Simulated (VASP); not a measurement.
Data:

```xyz
2
Lattice="2.9733 0.0000 0.0000 0.0000 2.9733 0.0000 0.0000 0.0000 2.9733" Properties=species:S:1:pos:R:3 pbc="T T T"
Al     1.4867     1.4867     1.4867
Ru     0.0000     0.0000     0.0000
```

Computed with PBE GGA with D3 dispersion (Becke-Johnson damping), VASP's PBE PAW potentials (set 64) (plane waves; VASP). Run with 520 eV cut-off, 14×14×14 Γ-centred mesh, tetrahedra with Blöchl corrections, potentials Al Ru_pv.

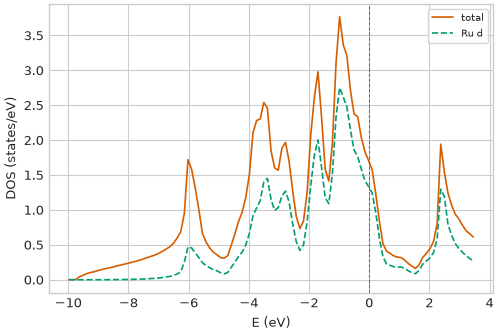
Figure. Total and projected density of states, zero at the Fermi level

Within 2 eV below the Fermi level the largest weight inside VASP's projection spheres is Ru d.

It has no gap at this level: it comes out as a metal or semimetal.

The compound is RuAl in the CsCl type structure. It was relaxed first. The electron count is odd and the run is not spin-polarised, which forces a metal.
